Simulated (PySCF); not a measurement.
# Ge2(F)4 (F₄Ge₂): electronic structure

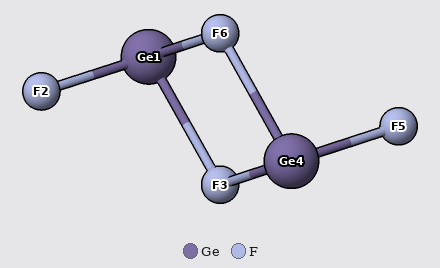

The molecule, with its atoms numbered as below. No frequency check shows the geometry to be a minimum.

Coordinates in Å:

```
Ge1      1.6860   -0.4666   -0.0006
F2       2.2769    1.2291    0.0023
F3      -0.0017   -0.0009   -1.2639
Ge4     -1.6852    0.4670   -0.0006
F5      -2.2761   -1.2287    0.0023
F6      -0.0017   -0.0009    1.2635
```

## 1. Bonding charge

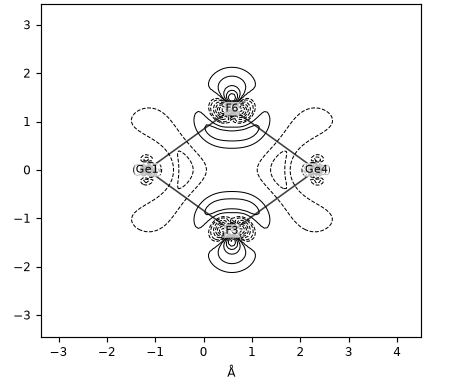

Deformation density (molecule less spherical, spin-averaged free atoms) in the plane of Ge1, F3, Ge4 and F6; contours at ±0.05 to ±0.8 e/Å³; solid lines: gain, dashed lines: loss.

Level of theory: PBE0/def2-SVP (PySCF), at a geometry from GFN2-xTB.

How much density has each bond in this plane gained at its critical point, relative to the free atoms?

Answer. F3–Ge4, Ge4–F6, Ge1–F3 and Ge1–F6: −0.03 e/Å³ at the bond critical point (bond length 2.16 Å, Mayer order 0.4). In all, 1.5 electrons gather in the regions of gain relative to the promolecule. A small or negative value marks a very polar bond, one between electron-rich atoms, whose free-atom densities already overlap strongly, a long bond to a heavier atom, or a closed-shell contact such as a hydrogen bond.

Where do the Hirshfeld charges lie?

Answer. The highest Hirshfeld charge is on Ge1 and Ge4 (+0.53 e), the lowest on F3 and F6 (−0.27 e).

## 2. Bond critical points

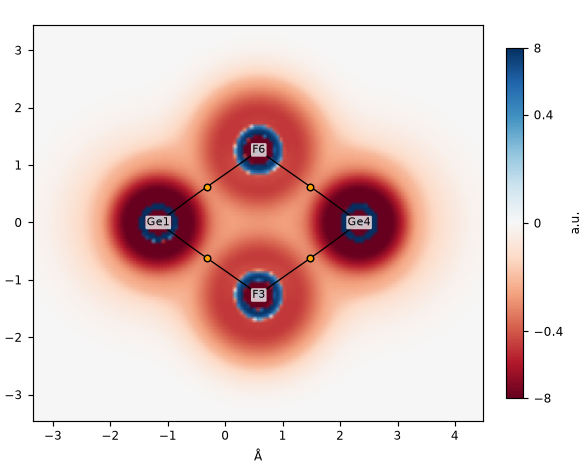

Negative Laplacian of the density (−∇²ρ) in the plane of Ge1, F3, Ge4 and F6 (blue positive, red negative, colour scale in a.u., logarithmic beyond ±0.04), with bond paths and bond critical points (dots).

At which bond critical points in this plane is charge locally concentrated, and at which depleted?

Answer. At none is it concentrated. Depleted (∇²ρ > 0): F3–Ge4, Ge4–F6, Ge1–F3 and Ge1–F6 (+0.13 a.u., H = −0.013).

## 3. Electrostatic potential

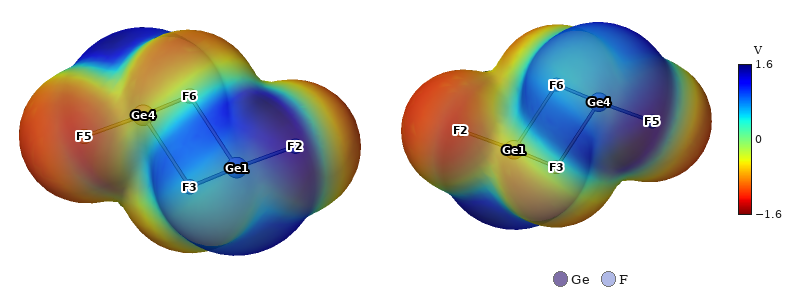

Electrostatic potential on the surface of electron density 0.001 a.u. (back view left, front view right).

Where are the extremes of the potential on the surface?

Answer. Highest: 1.53 V, 2.1 Å from Ge1. Further maxima include 0.89 V, 2.1 Å from Ge1. Lowest: −1.17 V, 1.6 Å from F5, and at like points elsewhere. Further minima include −0.92 V, 1.6 Å from F6, and at like points elsewhere; 0.65 V, 2.3 Å from Ge4. The surface is sampled at points, so like sites can differ by a few per cent and only the strongest of them is named.

The PySCF run shown took 22 s on 1 thread of Intel(R) Xeon(R) Processor @ 2.50GHz (Skylake/Cascade Lake), with other jobs on the host.
